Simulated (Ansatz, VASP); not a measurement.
## SbP: VASP beside Ansatz

Wanted: the spread between two codes on one cell, functional and k mesh. The cell is invented: As first built, before any earlier steps moved the atoms: it takes the SbAs structure with some of its atoms replaced by other elements, volume scaled by an estimate. It may not be a known or stable phase. The cell comes out of the VASP series on this material, whose earlier steps may have relaxed, scaled or displaced it; both programs get it as it stands.

Main program and level: Ansatz 0.2.0; plane waves, with VASP 6.6.1 beside it; single point at BLYP with D3(BJ), band structure at BLYP with D3(BJ) and electric field gradients at BLYP with D3(BJ).

**1. Starting point**

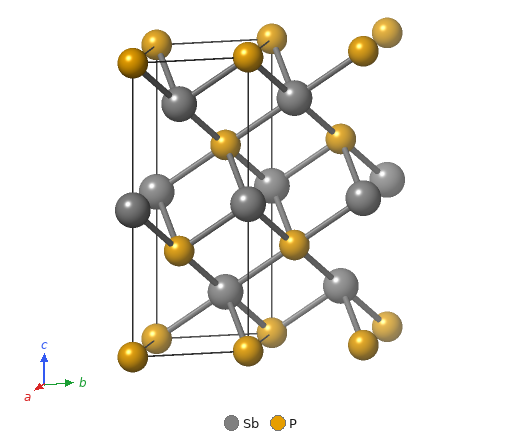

The cell as given, slightly off an axis (antimony grey, phosphorus orange). 1×2×1 cells are drawn. This picture shows the conventional cell, with its axes. Bonds to atoms that aren't drawn are left out. Some periodic images of atoms are drawn too.

Structure file:

```cif
data_structure
_symmetry_space_group_name_H-M 'P 1'
_symmetry_Int_Tables_number 1
_cell_length_a 3.9571
_cell_length_b 3.9571
_cell_length_c 3.9571
_cell_angle_alpha 60.101
_cell_angle_beta 60.101
_cell_angle_gamma 60.101
_cell_volume 43.91
loop_
_atom_site_label
_atom_site_type_symbol
_atom_site_fract_x
_atom_site_fract_y
_atom_site_fract_z
_atom_site_occupancy
Sb1 Sb 0.50000 0.50000 0.50000 1
P2 P 0.00000 0.00000 0.00000 1
```

**2. VASP: single point, BLYP with D3(BJ)**

With cell and atoms fixed, the geometry can't cause a difference; cores, projectors, grids and the points listed under the comparison can.

Lines of VASP's logs that name or quote its potential files are left out, and so is its time.

INCAR reads:

```
SYSTEM = SbP
PREC = Accurate
ENCUT = 400
EDIFF = 1E-06
NELM = 100
ISMEAR = 0
SIGMA = 0.05
LREAL = .FALSE.
ALGO = Normal
GGA = B5
ALDAX = 1
AGGAX = 1
AGGAC = 1
ALDAC = 0
IVDW = 12
VDW_S6 = 1
VDW_S8 = 2.6996
VDW_A1 = 0.4298
VDW_A2 = 4.2359
LORBIT = 11
LWAVE = .FALSE.
LCHARG = .TRUE.
ISIF = 2
LELF = .TRUE.
LVHAR = .TRUE.
```

POSCAR reads:

```
SbP
1.0
    1.9815524915      1.1440496846      3.2284667038
   -1.9815524915      1.1440496846      3.2284667038
    0.0000000000     -2.2880993691      3.2284667038
Sb P
1 1
Direct
    0.5000000000      0.5000000000      0.5000000000
    0.0000000000      0.0000000000      0.0000000000
```

KPOINTS reads:

```
Automatic mesh
0
Gamma
6 6 6
0 0 0
```

The projector-augmented-wave data sets are Sb and P (PBE family, release 64).

Launch:

```console
$ mpirun -np 1 vasp_std
```

Numbers of over 12 decimals in the logs are rounded to 6 here.

The program printed:

```text
[banner, memory and clock lines left out]
running    1 mpi-ranks, on    1 nodes
 distrk:  each k-point on    1 cores,    1 groups
 distr:  one band on    1 cores,    1 groups

 POSCAR found type information on POSCAR SbP
 POSCAR found :  2 types and       2 ions
|                                                                             |
|               ----> ADVICE to this user running VASP <----                  |
|                                                                             |
|     You enforced a specific xc type in the INCAR file but a different       |
|     [... a line on the potential file left out ...]
|     I HOPE YOU KNOW WHAT YOU ARE DOING!                                     |
|                                                                             |

 LDA part: xc-table for (Slater(with rela. corr.)+VWN5), standard interpolation
 POSCAR, INCAR and KPOINTS ok, starting setup
 FFT: planning ... GRIDC
 FFT: planning ... GRID_SOFT
 FFT: planning ... GRID
 WAVECAR not read
 entering main loop
       N       E                     dE             d eps       ncg     rms          rms(c)
DAV:   1     0.263899626414E+02    0.26390E+02   -0.34206E+03   576   0.715E+02
DAV:   2    -0.654820955452E+01   -0.32938E+02   -0.32593E+02   854   0.114E+02
DAV:   3    -0.779015234717E+01   -0.12419E+01   -0.12394E+01   745   0.248E+01
DAV:   4    -0.779860264769E+01   -0.84503E-02   -0.84449E-02   747   0.234E+00
DAV:   5    -0.779865300318E+01   -0.50355E-04   -0.50351E-04   711   0.160E-01    0.391E+00
DAV:   6    -0.753756792797E+01    0.26109E+00   -0.11739E+00   594   0.488E+00    0.237E+00
DAV:   7    -0.754680894855E+01   -0.92410E-02   -0.10685E-01   619   0.207E+00    0.113E+00
DAV:   8    -0.754902066745E+01   -0.22117E-02   -0.12364E-02   621   0.650E-01    0.355E-01
DAV:   9    -0.754926295799E+01   -0.24229E-03   -0.35585E-03   634   0.386E-01    0.786E-02
DAV:  10    -0.754926557707E+01   -0.26191E-05   -0.17354E-04   672   0.106E-01    0.354E-02
DAV:  11    -0.754928348083E+01   -0.17904E-04   -0.41511E-05   605   0.555E-02    0.965E-03
DAV:  12    -0.754928304426E+01    0.43657E-06   -0.29890E-06   497   0.108E-02
   1 F= -.96940436E+01 E0= -.96929213E+01  d E =-.224465E-02
```

From OUTCAR (step 2):

```text
ion  position               nearest neighbor table
   1  0.500  0.500  0.500-   2 2.80   2 2.80   2 2.80   2 2.80   2 2.80   2 2.80
   2  0.000  0.000  0.000-   1 2.80   1 2.80   1 2.80   1 2.80   1 2.80   1 2.80

  LATTYP: Found a trigonal (rhomboedric) cell.
 ALAT       =     3.9570692709
 COS(alpha) =     0.4984735382

 Subroutine GETGRP returns: Found 12 space group operations
 (whereof 12 operations were pure point group operations)

The static configuration has the point symmetry D_3d.

 Found     32 irreducible k-points:

   k-points           NKPTS =     32   k-points in BZ     NKDIM =     32   number of bands    NBANDS=      9

   dimension x,y,z NGX =    28 NGY =   28 NGZ =   28
   dimension x,y,z NGXF=    56 NGYF=   56 NGZF=   56

   ENCUT  =  400.0 eV  29.40 Ry    5.42 a.u.   6.45  6.45  6.45*2*pi/ulx,y,z

   NELECT =      10.0000    total number of electrons

 k-points in reciprocal lattice and weights: Automatic mesh
   0.00000000  0.00000000  0.00000000       0.005
   0.16666667 -0.00000000  0.00000000       0.028
   0.33333333 -0.00000000  0.00000000       0.028
   0.50000000 -0.00000000  0.00000000       0.014
   0.16666667  0.16666667  0.00000000       0.028
   0.33333333  0.16666667  0.00000000       0.056
   0.50000000  0.16666667  0.00000000       0.056
  -0.33333333  0.16666667 -0.00000000       0.056
  -0.16666667  0.16666667  0.00000000       0.028
[...]
-0.33333333  0.50000000  0.33333333       0.028
   0.50000000  0.50000000  0.50000000       0.005

 average (electrostatic) potential at core
       1 -85.0146       2 -80.4639

 E-fermi :   8.9928

 k-point     1 :       0.0000    0.0000    0.0000
  band No.  band energies     occupation
      1      -5.3313      2.00000
      2       4.5923      2.00000
      3       6.5764      2.00000
      4       6.5764      2.00000
      5       6.6048      2.00000
      6      12.6155      0.00000
      7      12.6266      0.00000
      8      12.6266      0.00000
      9      13.8558      0.00000

 k-point     2 :       0.1667   -0.0000    0.0000
  band No.  band energies     occupation
      1      -4.9681      2.00000
      2       2.7880      2.00000
      3       6.6358      2.00000
      4       6.6586      2.00000
      5       7.6890      2.00000
      6      11.1348      0.00000
      7      11.1376      0.00000
      8      11.5776      0.00000
      9      14.1722      0.00000

 k-point     3 :       0.3333   -0.0000    0.0000
  band No.  band energies     occupation
      1      -3.8953      2.00000
      2       0.2100      2.00000
      3       6.9174      2.00000
      4       6.9341      2.00000
      5       8.4757      2.00000
      6       9.2994      0.00000
      7       9.3040      0.00000
      8      10.2508      0.00000
      9      15.6873      0.00000

 Edisp (eV)   -2.14476

  Total      -0.00798    -0.00798    -0.01000     0.00000    -0.00000     0.00000
  in kB      -0.29125    -0.29125    -0.36481     0.00000    -0.00000     0.00000
  external pressure =       -0.32 kB  Pullay stress =        0.00 kB

  energy-cutoff  :      400.00
  volume of cell :       43.91
      direct lattice vectors                 reciprocal lattice vectors
     1.981552492  1.144049685  3.228466704     0.252327406  0.145681319  0.103248187
    -1.981552492  1.144049685  3.228466704    -0.252327406  0.145681319  0.103248187
     0.000000000 -2.288099369  3.228466704     0.000000000 -0.291362637  0.103248187

 POSITION                                       TOTAL-FORCE (eV/Angst)
 -----------------------------------------------------------------------------------
      0.00000      0.00000      4.84270        -0.000000      0.000000      0.000000
      0.00000      0.00000      0.00000         0.000000     -0.000000     -0.000000
 -----------------------------------------------------------------------------------
    total drift:                                0.000000      0.000000      0.000000

  FREE ENERGIE OF THE ION-ELECTRON SYSTEM (eV)
  ---------------------------------------------------
  free  energy   TOTEN  =        -9.6940436251 eV

  energy  without entropy=       -9.6917989725  energy(sigma->0) =       -9.69292130

 total charge
# of ion       s       p       d       tot
------------------------------------------
    1        1.262   1.052   0.061   2.375
    2        1.105   1.366   0.000   2.471
--------------------------------------------------
tot          2.367   2.418   0.061   4.846

[... 3 further parts left out ...]
```

The run ends at a pressure of -0.03 GPa.

**3. Ansatz: single point, BLYP with D3(BJ)**

Ansatz runs on its PAW soft_1 files.

The same cell, functional (in two slightly different forms), mesh and smearing now go to Ansatz, which takes its cutoff from its data sets.

input.yaml reads:

```yaml
crystal:
  lattice:
    - [1.9815524915, 1.1440496846, 3.2284667038]
    - [-1.9815524915, 1.1440496846, 3.2284667038]
    - [0.0, -2.2880993691, 3.2284667038]
  atoms:
    - { symbol: Sb, position: [0.5, 0.5, 0.5] }
    - { symbol: P, position: [0.0, 0.0, 0.0] }
hamiltonian:
  xc: blyp
  pseudopotentials: { kind: paw, azcp: { folder: soft_1 } }
  dispersion: d3bj
kpoints:
  mp_grid: { grid: [6, 6, 6] }
scf:
  occupations: { method: gaussian, width: 0.05 }
  n_extra_bands: 4
output:
  forces: true
  stress: true
  eigenvalues: true
```

Launch:

```console
$ ansatz run input.yaml --threads 2 --pin off --max-ram 4608MiB --backend cpu --events-out ev --progress --plain --runs-dir out
```

The program printed:

```text
scf.n_extra_bands = 4 over 10 filled bands (N_el = 20.0): the run solves 14 bands
Engine: ansatz 0.2.0, aarch64-unknown-linux-gnu
Pseudopotentials: kind: paw
Pseudopotential: Sb, paw, valence charge 15, recommended cutoff 420 eV (normal), soft_1/Sb.paw.azcp
Pseudopotential: P, paw, valence charge 5, recommended cutoff 420 eV (normal), soft_1/P.paw.azcp
Functional definition: BLYP
  parameter beta = 0.0042
  parameter a = 0.04918
  parameter b = 0.132
  parameter c = 0.2533
  parameter d = 0.349
  exchange = b88_x(beta = beta)
  correlation = lyp_c(a = a, b = b, c = c, d = d)
Crystal: 2 atoms, lattice volume = 43.913 Å³
Basis set: ecut = 420 eV, 869 PW (Γ), exchange–correlation on 54×54×54 points (8 copies of the dense FFT grid, shifted against one another)
Bands: 14, of which v1, the nominal top of the filled ones, is band 10 counted from 1 (9 counted from 0)
Symmetry: 12 space group operations
Space group: R-3m (ITA 166), of the structure as read, at distance tolerance 3.5e-5 Å
k-points: 32 of 216
Non-local potential: Sb, projectors of the file, l = 0: 2, l = 1: 2, l = 2: 2, l = 3: 1
Non-local potential: P, projectors of the file, l = 0: 2, l = 1: 2, l = 2: 1
PAW form: soft (Blöchl's): semilocal exchange-correlation on the pseudo side does not see the compensation charge
PAW frozen core: Sb, regenerated for the run's functional, and the local potential with it (the file was generated under x = pbe(κ = 0.804, μ = 0.219515), c = pbe(β = 0.066725))
PAW frozen core: P, regenerated for the run's functional, and the local potential with it (the file was generated under x = pbe(κ = 0.804, μ = 0.219515), c = pbe(β = 0.066725))
PAW one-centre angular grid: Sb, 590 points (default); XC on 64 Gauss nodes
PAW one-centre angular grid: P, 110 points (default); XC on 64 Gauss nodes
Initial density: superposition of atomic densities (chi_scale 0.1, normalization cell, long waves kept (reshape's long-wave potential 0.00 eV rms))
Initial wavefunctions: pseudopotential atomic-orbital guess
Functional: x = b88, c = lyp
SCF iter   1: F=—  HF=-7262.791083 eV  |F-HF|=—  |Δ(HF+E_count)|=         —  Δρ=3.03e-2  dr2=7.89e-1  ethr=3.10e-3  ⟨swp⟩=6.5  Hψ=2968  notcnv=0
preconditioner: auto → Kerker (q_TF=auto, 2.393 Å⁻¹)  [metal: Δε(μ)=0.038 eV  Ē_g=9.668 eV  σ=0.050 eV  W_gap=0.38  n_scr=14 (ndim 8)  ℏωp=17.7 eV  f_vac=0.000  D(μ)=1.42/eV (n_scr^D=14)]
SCF iter   2: F=—  HF=-7262.630159 eV  |F-HF|=—  |Δ(HF+E_count)|=   1.61e-1  Δρ=1.56e-2  dr2=1.85e-1  ethr=3.10e-3  ⟨swp⟩=2.0  Hψ=823  notcnv=0
preconditioner: auto → none  [insulator: Δε(μ)=0.165 eV  Ē_g=9.633 eV  σ=0.050 eV  W_gap=0.61  n_scr=14 (ndim 8)  ℏωp=17.7 eV  f_vac=0.000  D(μ)=1.13/eV (n_scr^D=8)  ε∞_Penn≈4.4]
SCF iter   3: F=—  HF=-7262.604495 eV  |F-HF|=—  |Δ(HF+E_count)|=   2.57e-2  Δρ=2.54e-3  dr2=2.26e-3  ethr=9.26e-4  ⟨swp⟩=2.2  Hψ=674  notcnv=0
SCF iter   4: F=—  HF=-7262.605806 eV  |F-HF|=—  |Δ(HF+E_count)|=   1.31e-3  Δρ=2.01e-4  dr2=3.61e-5  ethr=1.13e-5  ⟨swp⟩=2.0  Hψ=735  notcnv=0
SCF iter   5: F=—  HF=-7262.605799 eV  |F-HF|=—  |Δ(HF+E_count)|=   7.06e-6  Δρ=3.59e-5  dr2=4.56e-7  ethr=1.81e-7  ⟨swp⟩=2.8  Hψ=828  notcnv=0
SCF iter   6: F=-7262.605798 eV  HF=-7262.605798 eV  |F-HF|=1.12e-8  |Δ(HF+E_count)|=   1.28e-7  Δρ=1.01e-5  dr2=5.46e-8  ethr=5.00e-10  ⟨swp⟩=8.1  Hψ=2565  notcnv=0
SCF 1 converged in 6 iterations: F = -7262.605798 eV  dr2 = 5.46e-8
  greatest PAW one-centre occupation: 0.997 electrons in one spin orbital (limit 2), on the Sb atom at site 0 (counted from 0), in its partial waves of l = 2
SCF converged after 6 iterations
Free energy (F): -7262.605798 eV
Harris-Foulkes:  -7262.605798 eV  (|F-HF|=1.12e-8)
Internal energy: -7262.603554 eV  (E = F + TS)
E sigma→0 (E₀):  -7262.604676 eV
Entropy (-TS):   -0.002245 eV (-1.122 meV/atom)
Fermi energy:    11.488639 eV
--- Per-component energies (eV) ---
  E_band       = -130.060472
  E_kinetic    = 232.399960
  E_local      = -1597.823246  (includes V_loc(G=0)·N_el)
  E_nonlocal   = 420.778140
  E_hartree    = 661.368215
  E_xc         = -169.465933
  E_vxc        = -148.161581  (∫ρ·V_xc dr)
  E_paw        = -5123.955309  (= ΣΔE_a)
  E_vpaw       = -359.998498  (= ΣTr[D̂ρ^β])
  E_aug_tail   = 0.000122  (compensation charges beyond the density's cutoff)
  E_ewald      = -1683.705599
  E_disp       = -2.144985  (pairwise vdW)
  E_core_change = -0.054918  (= ΣΔE_core)
  E_smearing   = -0.002245  (= −TS)
  E_closure    = 0.000000  (closes the sum)
  Σ components = -7262.605798   (vs F -7262.605798, Δ=0.00e0)
--- Forces (eV/Å), atoms counted from 1 ---
  atom   1  Sb     0.00000000    -0.00000000     0.00000000
  atom   2  P      0.00000000     0.00000000    -0.00000000
  max |Σ_I F_I| component: 5.26e-30 eV/Å
--- Stress (GPa, compression-positive) ---
       -0.230603      -0.000000       0.000000
       -0.000000      -0.230603       0.000000
        0.000000       0.000000      -0.227084
  P = ⅓ Tr σ = -0.2294 GPa (-2.294 kbar)
--- Band table (eV; the first three rows and the last of 32) ---
  k-point 0: bands = [... 6 lower, 7.0422, 9.0914, 9.0914, 9.1198, 15.1097, 15.1208, 15.1208, 16.3999]
  k-point 1: bands = [... 6 lower, 5.2638, 9.1514, 9.1741, 10.1809, 13.6355, 13.6382, 14.0727, 16.7120]
  k-point 2: bands = [... 6 lower, 2.6972, 9.4343, 9.4510, 10.9674, 11.8025, 11.8071, 12.7404, 18.2366]
  k-point 31: bands = [... 6 lower, 0.6719, 9.8380, 9.8380, 10.8091, 10.8091, 11.2632, 12.0507, 20.6330]
```

It took 1.4 s on 2 threads of Arm Neoverse N1, shared host; peak memory 0.27 GiB.

The run ends at a pressure of -0.23 GPa.

**4. Side by side**

Known differences besides the PAW data sets themselves: the data sets hold 20 valence electrons in Ansatz (PAW soft_1 files) and 10 in VASP; the cutoff is 420 eV in Ansatz and 400 eV in VASP; Ansatz makes its cores anew for this functional, VASP keeps those of its PBE data sets; VASP leaves aspherical gradient terms in its spheres out (LASPH is not set), Ansatz keeps them; VASP's log shows a relativistic correction to its local exchange, Ansatz's none. Total energies have different zeros and are not compared.

The two programs side by side:

| quantity | Ansatz | VASP | difference |
| --- | --- | --- | --- |
| pressure (GPa) | -0.23 | -0.03 | -0.20 |

**5. Ansatz: band structure, BLYP with D3(BJ)**

The same path points are solved in both programs, so levels can be compared one by one.

The cell comes out of the VASP series on this material, whose earlier steps may have relaxed, scaled or displaced it; both programs get it as it stands.

input.yaml, the sections that differ from step 3:

```yaml
kpoints:
  mp_grid: { grid: [6, 6, 6] }
  band_path:
    path:
      - [0.0, 0.0, 0.0]
      - [0.13333, 0.0, 0.0]
      - [0.3, 0.0, 0.0]
      - [0.46667, 0.0, 0.0]
      - [0.5, 0.05008, -0.05008]
      - [0.5, 0.13354, -0.13354]
      - [0.5, 0.217, -0.217]
      - [0.71634, 0.5, 0.28366]
      - [0.63313, 0.5, 0.36687]
      - [0.54992, 0.5, 0.45008]
      - [0.46667, 0.46667, 0.46667]
      - [0.3, 0.3, 0.3]
      - [0.13333, 0.13333, 0.13333]
      - [0.0, 0.0, 0.0]
      - [0.12506, 0.0, -0.12506]
      - [0.22511, 0.0, -0.22511]
      - [0.35018, 0.0, -0.35018]
      - [0.59985, 0.40015, 0.0]
      - [0.55824, 0.44176, 0.0]
      - [0.51664, 0.48336, 0.0]
      - [0.51664, 0.51664, 0.03338]
      - [0.55824, 0.55824, 0.11685]
      - [0.59985, 0.59985, 0.20031]
      - [0.61649, 0.61649, 0.26702]
      - [0.57489, 0.57489, 0.35023]
      - [0.53328, 0.53328, 0.43344]
      - [0.5, 0.0, 0.0]
      - [0.58321, 0.12506, 0.12506]
      - [0.66641, 0.25013, 0.25013]
      - [0.74962, 0.37519, 0.37519]
    npoints: 1
scf:
  occupations: { method: gaussian, width: 0.05 }
  n_extra_bands: 7
# crystal, hamiltonian, output: as in step 3
```

The program printed:

```text
[...]
Crystal: 2 atoms, lattice volume = 43.913 Å³
Basis set: ecut = 420 eV, 869 PW (Γ), exchange–correlation on 54×54×54 points (8 copies of the dense FFT grid, shifted against one another)
Bands: 17, of which v1, the nominal top of the filled ones, is band 10 counted from 1 (9 counted from 0)
Symmetry: 12 space group operations
[...]
k-points: 32 of 216
[...]
k-point 0: bands = [... 6 lower, 7.0422, 9.0914, 9.0914, 9.1198, 15.1097, 15.1208, 15.1208, 16.3999, ... 3 higher]
  k-point 1: bands = [... 6 lower, 5.2638, 9.1514, 9.1742, 10.1809, 13.6355, 13.6382, 14.0727, 16.7120, ... 3 higher]
  k-point 2: bands = [... 6 lower, 2.6972, 9.4343, 9.4510, 10.9674, 11.8025, 11.8071, 12.7404, 18.2366, ... 3 higher]
  k-point 31: bands = [... 6 lower, 0.6719, 9.8380, 9.8380, 10.8091, 10.8091, 11.2632, 12.0507, 20.6329, ... 3 higher]
[key lines of the parts left out:]
SCF converged after 6 iterations
Free energy (F): -7262.605798 eV
Fermi energy:    11.488636 eV
P = ⅓ Tr σ = -0.2294 GPa (-2.294 kbar)
```

The job ended after 2.3 s (2 threads; peak memory 0.27 GiB).

[end of part 1 of 2]

[Lines on the potential files, build, host, timing and source positions are cut from VASP's logs without a mark.]

[Logs are printed without paths, hosts, clocks, repeated set-up lines and the standing remarks that a program may print on its own settings, such as how far it seeks lower states.]

[Hosts, paths, dates, database ids (printed as entryN), source tags and the programs' standing remarks are cut or masked in the printed files.]
